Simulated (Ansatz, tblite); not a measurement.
# C₂₂H₂₄N₆Si₂: rung by rung, part 2 of 2

How do method and basis change the picture of C₂₂H₂₄N₆Si₂ (singlet)?

Ansatz 0.2.0, Gaussian basis; as each input shows. Earlier steps stand in the parts before.

### 13 PBE-D4/def2-SVP

in.yaml

```yaml
crystal:
  periodic: [false, false, false]
  atoms:
    - {symbol: C, position_ang: [10.503361, -1.075553, 1.310396]}
    - {symbol: Si, position_ang: [9.906733, 0.062175, -0.059405]}
    - {symbol: C, position_ang: [10.477932, 1.826051, 0.237232]}
    - {symbol: C, position_ang: [10.481503, -0.554562, -1.737774]}
    - {symbol: C, position_ang: [8.056944, 0.049943, -0.048337]}
    - {symbol: C, position_ang: [6.827815, 0.043137, -0.040296]}
    - {symbol: C, position_ang: [5.412301, 0.034496, -0.031790]}
    - {symbol: C, position_ang: [4.659386, -1.160981, 0.030517]}
    - {symbol: N, position_ang: [3.334814, -1.170117, 0.039394]}
    - {symbol: C, position_ang: [2.706615, 0.017834, -0.015869]}
    - {symbol: C, position_ang: [1.237045, 0.008749, -0.006126]}
    - {symbol: C, position_ang: [0.479309, 1.193112, -0.057741]}
    - {symbol: N, position_ang: [-0.848151, 1.189712, -0.050014]}
    - {symbol: C, position_ang: [-1.458080, -0.008162, 0.010778]}
    - {symbol: C, position_ang: [-2.928155, -0.017633, 0.020345]}
    - {symbol: C, position_ang: [-3.685442, 1.167397, -0.030819]}
    - {symbol: N, position_ang: [-5.013353, 1.168626, -0.023580]}
    - {symbol: C, position_ang: [-5.616269, -0.035419, 0.036789]}
    - {symbol: C, position_ang: [-7.048224, -0.045589, 0.042969]}
    - {symbol: C, position_ang: [-8.275183, -0.054617, 0.048334]}
    - {symbol: Si, position_ang: [-10.122880, -0.067263, 0.058082]}
    - {symbol: C, position_ang: [-10.696928, 0.828380, 1.606521]}
    - {symbol: C, position_ang: [-10.715598, 0.822668, -1.486504]}
    - {symbol: C, position_ang: [-10.700961, -1.853648, 0.065271]}
    - {symbol: N, position_ang: [-4.996703, -1.231423, 0.088395]}
    - {symbol: C, position_ang: [-3.668979, -1.212613, 0.080583]}
    - {symbol: N, position_ang: [-0.832379, -1.198185, 0.065099]}
    - {symbol: C, position_ang: [0.494980, -1.184940, 0.056848]}
    - {symbol: N, position_ang: [3.319422, 1.213355, -0.079645]}
    - {symbol: C, position_ang: [4.644027, 1.220442, -0.088547]}
    - {symbol: H, position_ang: [10.145154, -2.105994, 1.155794]}
    - {symbol: H, position_ang: [10.142792, -0.736333, 2.294711]}
    - {symbol: H, position_ang: [11.605485, -1.100027, 1.341829]}
    - {symbol: H, position_ang: [11.579275, 1.882958, 0.238325]}
    - {symbol: H, position_ang: [10.104099, 2.502454, -0.548134]}
    - {symbol: H, position_ang: [10.117700, 2.202868, 1.207943]}
    - {symbol: H, position_ang: [11.583086, -0.564704, -1.790180]}
    - {symbol: H, position_ang: [10.108497, 0.091778, -2.548344]}
    - {symbol: H, position_ang: [10.122707, -1.578489, -1.929594]}
    - {symbol: H, position_ang: [5.172155, -2.129947, 0.078209]}
    - {symbol: H, position_ang: [0.988130, 2.162741, -0.109765]}
    - {symbol: H, position_ang: [-3.174623, 2.136307, -0.077871]}
    - {symbol: H, position_ang: [-10.324079, 0.328858, 2.515047]}
    - {symbol: H, position_ang: [-10.333267, 1.868301, 1.619322]}
    - {symbol: H, position_ang: [-11.798451, 0.850237, 1.656955]}
    - {symbol: H, position_ang: [-11.817621, 0.846424, -1.523076]}
    - {symbol: H, position_ang: [-10.350118, 1.861815, -1.508425]}
    - {symbol: H, position_ang: [-10.355276, 0.318738, -2.397658]}
    - {symbol: H, position_ang: [-11.802357, -1.909684, 0.070282]}
    - {symbol: H, position_ang: [-10.335981, -2.390596, -0.824981]}
    - {symbol: H, position_ang: [-10.327990, -2.386055, 0.954934]}
    - {symbol: H, position_ang: [-3.144879, -2.174614, 0.122883]}
    - {symbol: H, position_ang: [1.016479, -2.148307, 0.098497]}
    - {symbol: H, position_ang: [5.144212, 2.195889, -0.137830]}
basis:
  gaussian: {orbitals: def2-SVP, fitting: {mean_field: def2-universal-jkfit}, initial_orbitals: start.molden}
hamiltonian: {xc: pbe, dispersion: d4}
scf: {omitted_lower_state_checks: [starts]}
output: {orbitals: {seedname: orbitals}}
```

Launch:

```sh
$ ansatz run in.yaml --threads 2 --pin off --events-out ev --progress --plain --max-ram 22528MiB --backend cuda --devices 0, --max-vram 18GiB
```

The program printed:

```text
Functional definition: PBE
  name "PBE"
  cite "Perdew, Burke & Ernzerhof, Phys. Rev. Lett. 77, 3865 (1996) doi:10.1103/PhysRevLett.77.3865"
  parent pbe
  parameter kappa = 0.804
  parameter beta = 0.06672455060314922
  exchange = pbe_x(kappa = kappa, mu = beta*pi^2/3)
  correlation = pbe_c(beta = beta)
these checks for a lower state are left out or cut short: starts
2800 factors; integrals over basis functions are off by at most 2.4e-1 eV
mean field evaluation 1: about -47822.3453 eV, gradient 1.8e1 eV
mean field evaluation 2: about -47823.2571 eV, gradient 6.8e-1 eV
mean field evaluation 4: about -47823.2616 eV, gradient 4.2e-3 eV
mean field -47823.26158366 eV, -1757.4724474285 hartree, gradient 1.4e-5 eV, S^2 0.000000; 0 other end points of the search recorded, 0 dependent functions left out
reference -47823.26168759 eV, -1757.4724512478 hartree; 113, 113 occupied and 435, 435 virtual orbitals, 2800 factors
Total energy: -47825.11721467 eV, -1757.5406406102 hartree
Checks for a lower state left out: starts
```

Run time: 4.7 s. Hardware: 1 × H100 (card shared with other runs) with 2 threads of AMD EPYC 7R13, shared host; peak host memory 1 GiB.

HOMO -5.44 eV, LUMO -3.41 eV.

### 14 PBE0-D4/def2-SVP

Edit in.yaml of step 13 so:

```diff
@@ -59,3 +59,3 @@
   gaussian: {orbitals: def2-SVP, fitting: {mean_field: def2-universal-jkfit}, initial_orbitals: start.molden}
-hamiltonian: {xc: pbe, dispersion: d4}
+hamiltonian: {xc: pbe0, dispersion: d4}
 scf: {omitted_lower_state_checks: [starts]}
```

Launched as before.

The program printed:

```text
Functional definition: PBE0
  name "PBE0"
  cite "Adamo & Barone, J. Chem. Phys. 110, 6158 (1999) doi:10.1063/1.478522"
  cite "Perdew, Burke & Ernzerhof, Phys. Rev. Lett. 77, 3865 (1996) doi:10.1103/PhysRevLett.77.3865"
  parent pbe
  parameter a = 0.25
  parameter kappa = 0.804
  parameter beta = 0.06672455060314922
  exchange = (1 - a)*pbe_x(kappa = kappa, mu = beta*pi^2/3) + a*exact_x
  correlation = pbe_c(beta = beta)
these checks for a lower state are left out or cut short: starts
2800 factors; integrals over basis functions are off by at most 2.4e-1 eV
mean field evaluation 1: about -47826.7248 eV, gradient 1.4e1 eV
mean field evaluation 2: about -47827.2423 eV, gradient 3.6e-1 eV
mean field evaluation 4: about -47827.2408 eV, gradient 6.1e-4 eV
mean field -47827.24076378 eV, -1757.6186796010 hartree, gradient 1.8e-5 eV, S^2 0.000000; 0 other end points of the search recorded, 0 dependent functions left out
reference -47827.24084594 eV, -1757.6186826200 hartree; 113, 113 occupied and 435, 435 virtual orbitals, 2800 factors
Total energy: -47828.83727912 eV, -1757.6773504574 hartree
Checks for a lower state left out: starts
```

It took 4.2 s on 1 × H100 (card shared with other runs) with 2 threads of AMD EPYC 7R13, shared host; peak host memory 1 GiB.

From the report: HOMO -6.82 eV, LUMO -2.78 eV.

### 15 HF/STO-3G

Edit in.yaml of step 14 so:

```diff
@@ -58,4 +58,4 @@
 basis:
-  gaussian: {orbitals: def2-SVP, fitting: {mean_field: def2-universal-jkfit}, initial_orbitals: start.molden}
-hamiltonian: {xc: pbe0, dispersion: d4}
+  gaussian: {orbitals: STO-3G}
+hamiltonian: {xc: hf}
 scf: {omitted_lower_state_checks: [starts]}
```

Launched as before.

The program printed:

```text
Functional definition: HF
  name "HF"
  cite "Fock, Z. Phys. 61, 126 (1930) doi:10.1007/BF01340294"
  parent pbe
  exchange = exact_x
  correlation = 0
these checks for a lower state are left out or cut short: starts
2538 factors; integrals over basis functions are off by at most 5.1e-5 eV
mean field evaluation 1: about -47077.4189 eV, gradient 5.7e1 eV
mean field evaluation 2: about -47078.6512 eV, gradient 5.7e1 eV
mean field evaluation 4: about -47089.8931 eV, gradient 6.3e0 eV
mean field evaluation 8: about -47090.1225 eV, gradient 1.9e-1 eV
mean field -47090.12307288 eV, -1730.5301040964 hartree, gradient 2.0e-5 eV, S^2 0.000000; 0 other end points of the search recorded, 0 dependent functions left out
reference -47090.12307288 eV, -1730.5301040964 hartree; 113, 113 occupied and 69, 69 virtual orbitals, 2538 factors
Total energy: -47090.12307288 eV, -1730.5301040964 hartree
Checks for a lower state left out: starts
```

It took 2.5 s on 1 × H100 (card shared with other runs) with 2 threads of AMD EPYC 7R13, shared host.

HOMO -6.46 eV, LUMO 3.56 eV.

### 16 HF/6-31G

Edit in.yaml of step 15 so:

```diff
@@ -58,3 +58,3 @@
 basis:
-  gaussian: {orbitals: STO-3G}
+  gaussian: {orbitals: 6-31G}
 hamiltonian: {xc: hf}
```

Same command.

The program printed:

```text
Functional definition: HF
  name "HF"
  cite "Fock, Z. Phys. 61, 126 (1930) doi:10.1007/BF01340294"
  parent pbe
  exchange = exact_x
  correlation = 0
these checks for a lower state are left out or cut short: starts
4634 factors; integrals over basis functions are off by at most 2.3e-4 eV
mean field evaluation 1: about -47633.1678 eV, gradient 6.9e1 eV
mean field evaluation 2: about -47633.2066 eV, gradient 6.9e1 eV
mean field evaluation 4: about -47647.1021 eV, gradient 9.9e0 eV
mean field evaluation 8: about -47647.4217 eV, gradient 1.8e-1 eV
mean field -47647.41963159 eV, -1751.0103748801 hartree, gradient 7.0e-5 eV, S^2 0.000000; 0 other end points of the search recorded, 0 dependent functions left out
reference -47647.41963159 eV, -1751.0103748801 hartree; 113, 113 occupied and 213, 213 virtual orbitals, 4634 factors
Total energy: -47647.41963159 eV, -1751.0103748801 hartree
Checks for a lower state left out: starts
```

Run time: 3.8 s. Hardware: 1 × H100 (card shared with other runs) with 2 threads of AMD EPYC 7R13, shared host; peak host memory 1.1 GiB.

HOMO -8.54 eV, LUMO 0.57 eV.

### 17 B3LYP-D4/6-31G

Edit in.yaml of step 16 so:

```diff
@@ -59,3 +59,3 @@
   gaussian: {orbitals: 6-31G}
-hamiltonian: {xc: hf}
+hamiltonian: {xc: {name: B3LYP}, dispersion: d4}
 scf: {omitted_lower_state_checks: [starts]}
```

Same command.

The program printed, cut to the lines that bear on the results:

```text
Functional definition: B3LYP
  name "B3LYP"
  cite "Stephens, Devlin, Chabalowski & Frisch, J. Phys. Chem. 98, 11623 (1994) doi:10.1021/j100096a001"
  cite "Becke, Phys. Rev. A 38, 3098 (1988) doi:10.1103/PhysRevA.38.3098"
  cite "Lee, Yang & Parr, Phys. Rev. B 37, 785 (1988) doi:10.1103/PhysRevB.37.785"
  cite "Vosko, Wilk & Nusair, Can. J. Phys. 58, 1200 (1980) doi:10.1139/p80-159"
[...]
4634 factors; integrals over basis functions are off by at most 2.3e-4 eV
[...]
mean field -47888.45404359 eV, -1759.8682261421 hartree, gradient 1.4e-5 eV, S^2 0.000000; 0 other end points of the search recorded, 0 dependent functions left out
reference -47888.45469902 eV, -1759.8682502287 hartree; 113, 113 occupied and 213, 213 virtual orbitals, 4634 factors
Total energy: -47891.37602986 eV, -1759.9756071568 hartree
Checks for a lower state left out: starts
```

Wall time 5 s (1 × H100 (card shared with other runs) with 2 threads of AMD EPYC 7R13, shared host); peak host memory 1.2 GiB.

Report: HOMO -6.46 eV, LUMO -2.74 eV.

### 18 MP2/def2-SVP

Edit in.yaml of step 17 so:

```diff
@@ -58,4 +58,4 @@
 basis:
-  gaussian: {orbitals: 6-31G}
-hamiltonian: {xc: {name: B3LYP}, dispersion: d4}
+  gaussian: {orbitals: def2-SVP, initial_orbitals: start.molden}
+correlation: {method: mp2}
 scf: {omitted_lower_state_checks: [starts]}
```

The command is unchanged.

The program printed, cut to the lines that bear on the results:

```text
Functional definition: HF
  name "HF"
  cite "Fock, Z. Phys. 61, 126 (1930) doi:10.1007/BF01340294"
  parent pbe
[...]
5662 factors; integrals over basis functions are off by at most 1.6e-3 eV
[...]
mean field -47635.58879089 eV, -1750.5755995034 hartree, gradient 2.8e-6 eV, S^2 0.000000; 0 other end points of the search recorded, 0 dependent functions left out; unrestricted orbitals would lower it
38 core orbitals not correlated: weight in the atoms' cores, before any rotation towards them, 1.000 or more for the frozen orbitals, at most 0.000 for the correlated occupied ones
reference -47635.58879089 eV, -1750.5755995034 hartree; 75, 75 occupied and 435, 435 virtual orbitals, 5662 factors
second order -109.10113052 eV of doubles, -0.00000000 eV of singles
Total energy: -47744.68992141 eV, -1754.5849920985 hartree
Checks for a lower state left out: starts
```

Run time: 7.5 s. Hardware: 1 × H100 (card shared with other runs) with 2 threads of AMD EPYC 7R13, shared host; peak host memory 1.4 GiB.

Report: Hartree-Fock HOMO -8.53 eV, LUMO 0.56 eV. Doubts: restricted state is unstable towards broken spin symmetry.

### 19 RPA/def2-SVP

Edit in.yaml of step 18 so:

```diff
@@ -59,4 +59,4 @@
   gaussian: {orbitals: def2-SVP, initial_orbitals: start.molden}
-correlation: {method: mp2}
+hamiltonian: {xc: pbe}
+correlation: {method: rpa}
 scf: {omitted_lower_state_checks: [starts]}
-output: {orbitals: {seedname: orbitals}}
```

Launched as before.

The program printed, cut to the lines that bear on the results:

```text
Functional definition: PBE
  name "PBE"
  cite "Perdew, Burke & Ernzerhof, Phys. Rev. Lett. 77, 3865 (1996) doi:10.1103/PhysRevLett.77.3865"
  parent pbe
[...]
5662 factors; integrals over basis functions are off by at most 1.6e-3 eV
[...]
mean field -47823.25034206 eV, -1757.4720343074 hartree, gradient 4.4e-6 eV, S^2 0.000000; 0 other end points of the search recorded, 0 dependent functions left out
38 core orbitals not correlated: weight in the atoms' cores, before any rotation towards them, 1.000 or more for the frozen orbitals, at most 0.000 for the correlated occupied ones
reference -47629.16980018 eV, -1750.3397059458 hartree; 75, 75 occupied and 435, 435 virtual orbitals, 5662 factors
Total energy: -47799.62964158 eV, -1756.6039895753 hartree
Checks for a lower state left out: starts
```

It took 10 s on 1 × H100 (card shared with other runs) with 2 threads of AMD EPYC 7R13, shared host; peak host memory 3 GiB.

### 20 Comparison

```csv
level,functions,HOMO (eV),LUMO (eV),gap (eV),time
HF/STO-3G,182,-6.46,3.56,10.01,2.5 s
HF/6-31G,326,-8.54,0.57,9.11,3.8 s
PBE-D4/def2-SVP,548,-5.44,-3.41,2.03,4.7 s
PBE-D4/def2-TZVP,1086,-5.65,-3.50,2.16,7.5 s
BLYP-D4/def2-TZVP,1086,-5.54,-3.31,2.23,7 s
r2SCAN-D4/def2-TZVP,1086,-5.99,-3.42,2.57,7 s
B97M-V/def2-TZVP,1086,-6.06,-3.30,2.77,9.5 s
B3LYP-D4/6-31G,326,-6.46,-2.74,3.72,5 s
B3LYP-D4/def2-TZVP,1086,-6.63,-2.93,3.70,6 s
PBE0-D4/def2-SVP,548,-6.82,-2.78,4.05,4.2 s
PBE0-D4/def2-TZVP,1086,-6.83,-2.81,4.02,9 s
LC-ωPBE(0.10)/def2-SVP,548,-6.92,-2.14,4.78,5.5 s
LC-ωPBE(0.15)/def2-SVP,548,-7.58,-1.74,5.84,4.9 s
LC-ωPBE(0.20)/def2-SVP,548,-8.14,-1.45,6.70,5.5 s
LC-ωPBE(0.30)/def2-SVP,548,-8.74,-1.10,7.64,6.5 s
```

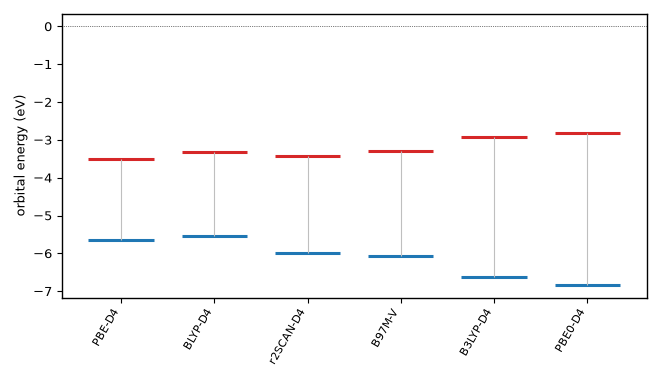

Highest filled (blue) and lowest empty (red) level in def2-TZVP.

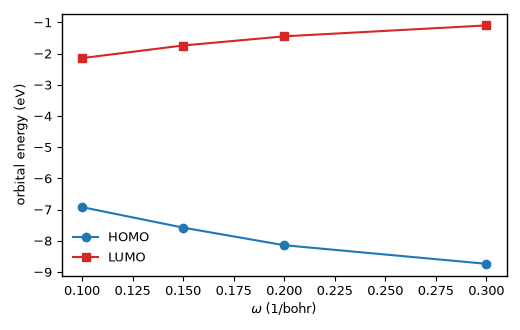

Frontier levels against the ω (1/bohr), in def2-SVP.

The pieces so far (eV):

```csv
basis,HF,MP2 correlation,total
def2-SVP,-47635.5888,-109.1011,-47744.6899 (MP2)
```

### 21 Binding energy

Free atoms were run apart at each level; binding is atoms less cluster, divided by the number of atoms, without zero-point or spin-orbit terms.

```csv
level,binding an atom (eV)
HF/STO-3G,3.891
HF/6-31G,3.111
HF/def2-SVP,3.463
PBE-D4/def2-SVP,5.038
PBE-D4/def2-TZVP,4.979
BLYP-D4/def2-TZVP,4.820
r2SCAN-D4/def2-TZVP,4.808
B97M-V/def2-TZVP,4.798
B3LYP-D4/6-31G,4.623
B3LYP-D4/def2-TZVP,4.797
PBE0-D4/def2-SVP,4.917
PBE0-D4/def2-TZVP,4.857
MP2/def2-SVP,4.674
```

### 22 What came out

What follows sums up all 2 parts.

| quantity | value |
| --- | --- |
| gap in def2-TZVP, named functionals, smallest and largest | 2.16 eV (PBE-D4), 4.02 eV (PBE0-D4) |
| gap over the ω (1/bohr) | 4.78 eV at 0.1, 7.64 eV at 0.3 |
| correlation energy, MP2/def2-SVP | -109.10 eV |
| binding an atom, functionals in def2-TZVP | 4.80 (B3LYP-D4) to 4.98 eV (PBE-D4) |
| PBE0 total energy, smallest basis above largest | 39.87 eV (def2-SVP, def2-TZVP) |

In words: Orbital gaps of the named functionals in def2-TZVP span 2.16 eV (PBE-D4) to 4.02 eV (PBE0-D4); exact exchange widens it. Raising the ω (1/bohr) from 0.1 to 0.3 moves the HOMO by -1.82 eV and the LUMO by +1.05 eV.

The slowest run with a step of its own, RPA/def2-SVP, took 10 s; the quickest functional in def2-TZVP took 6 s (shared host).
